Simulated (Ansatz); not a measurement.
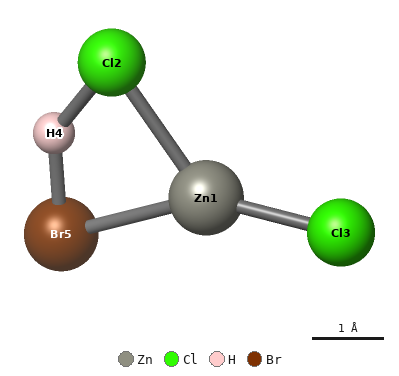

ZnHBrCl₂, before the constrained relaxation. Style: ball-and-stick. Shown at a tilt.

The reaction that was planned forms Zn1–Br5, Cl2–H4 and breaks Zn1–Cl2, H4–Br5 (atoms numbered from 1 in input order).

The calculation used RKS PBE0-D4/def2-SVP in Ansatz.

Input
```yaml
crystal:
  periodic: [false, false, false]
  atoms:
    - {symbol: Zn, position_ang: [-0.667100, -0.131100, -0.541100]}
    - {symbol: Cl, position_ang: [0.576700, 1.588400, 0.501200]}
    - {symbol: Cl, position_ang: [-2.447400, -0.077700, -1.712800]}
    - {symbol: H, position_ang: [1.321700, 0.121200, 0.964900]}
    - {symbol: Br, position_ang: [1.216000, -1.500900, 0.787800]}
basis:
  gaussian: {orbitals: def2-SVP}
hamiltonian: {xc: pbe0, dispersion: d4}
relax: {f_tol: 0.04, max_steps: 150, escape_saddle: false, constraints: [{distance: [0, 4]}, {distance: [1, 3]}, {distance: [0, 1]}, {distance: [3, 4]}]}
```

Command:
```bash
ansatz run in.yaml --threads 8 --pin off --events-out ev --progress --plain --max-ram 19148MiB
```

**What does the optimiser find from here?**

After 4 geometry steps the energy has fallen by 2.11 kcal/mol. Largest force component: 0.3 eV/Å at the start, 0.026 eV/Å at the end. The atom that moves furthest after the best rigid fit is Cl3 (0.23 Å). By element the largest moves are Cl 0.23 Å, Zn 0.21 Å, Br 0.15 Å, H 0.10 Å. Some distances before and after: Zn1–Cl3 2.132 → 2.108 Å. Among the angles between lasting bonds that change: Cl3–Zn1–Br5 150.7° → 133.1°, Cl2–Zn1–Cl3 131.6° → 147.6°, Cl2–H4–Br5 142.5° → 149.7°. The run took 31 s on 8 threads of Intel Xeon @ 2.50GHz, on a shared host.

Final geometry:

```xyz
5

Zn   -0.6748    0.0749   -0.4995
Cl    0.6957    1.6683    0.5835
Cl   -2.3744   -0.2942   -1.6907
H     1.2534    0.0836    0.9004
Br    1.1000   -1.5327    0.7063
```

After the run, drawn alike:

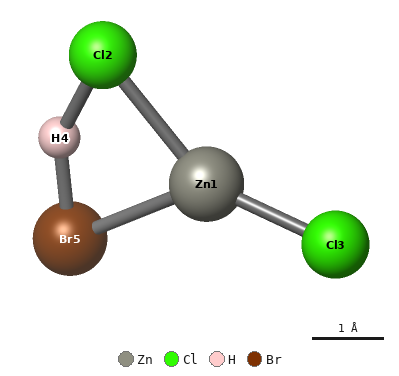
